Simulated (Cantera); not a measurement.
Feed: 1 mol Pb, 1.1 mol CO₂, 290 mol N₂, equilibrated at 0.00240 bar.

Equilibrium computed with Cantera from the NASA thermochemical tables; the gas is ideal and each condensed phase is pure. Candidate condensed phases: C, Pb, PbO, PbO₂, Pb₃O₄; 27 gas species. The numbers say what is thermodynamically allowed, not how fast it happens.

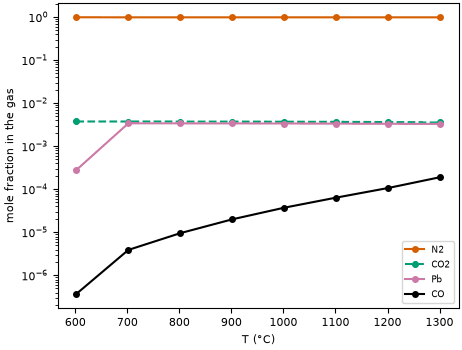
*Equilibrium gas composition (values under 1e-9 drawn at 1e-9)*

At 602 °C the condensed part is Pb(l). From 702 °C to 1302 °C nothing is condensed. The main Pb-bearing gas is Pb throughout.
